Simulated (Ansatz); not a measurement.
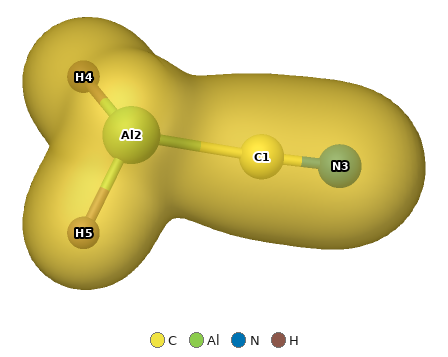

Figure 1: CH₂AlN (SMILES [N-]=[C][AlH2]) (charge −1, doublet). Isosurface of the total electron density at 0.1 e/Å³ (yellow), seen at a tilt.

Geometry: PBE-D3(BJ)/def2-SVPD; the highest occupied orbital lies above zero, a sign that basis and functional describe the outermost electron poorly.

Level of theory: Ansatz, isolated molecule in a Gaussian basis; Kohn-Sham density functional theory, functional PBE0.

```xyz
5

C    -2.7576    2.0549   -0.5825
Al   -3.1810    0.1097   -0.2980
N    -2.5003    3.2054   -0.6568
H    -4.6987   -0.1744   -0.8334
H    -2.0315   -0.7852   -1.0388
```

Which contacts does the surface bridge?

Answer. At this value the surface is in one piece. It bridges the sampled C–N (1.18 Å), C–Al (2.01 Å) and Al–H (1.63 Å) contacts, where the density stays above the isovalue. On the grid the lowest density along these lines, outside the cores, is 3.2 e/Å³ (C–N, 1.18 Å), 0.46 e/Å³ (C–Al, 2.01 Å) and 0.48 e/Å³ (Al–H, 1.63 Å).
